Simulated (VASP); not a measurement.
Given:

```yaml
crystal:
  lattice:
    - [0.00000, 1.90240, 1.90240]
    - [1.90240, 0.00000, 1.90240]
    - [1.90240, 1.90240, 0.00000]
  atoms:
    - { symbol: Rh, position: [0.00000, 0.00000, 0.00000] }
```

The numbers are results of r2SCAN meta-GGA, VASP's PBE PAW potentials (set 64) (plane waves; VASP 6.6.1), not measurements. Run with 520 eV cut-off, 18×18×18 Γ-centred mesh, tetrahedra with Blöchl corrections, potentials Rh_pv.

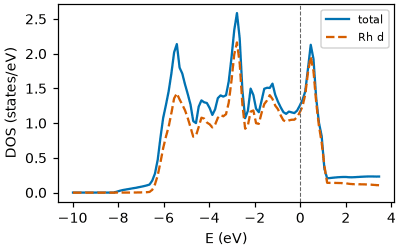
Total and projected density of states, zero at the Fermi level

Within 2 eV below the Fermi level the largest weight inside VASP's projection spheres is Rh d.

It has no gap at this level: it comes out as a metal or semimetal.

The compound is Rh in the fcc structure. It was relaxed first.
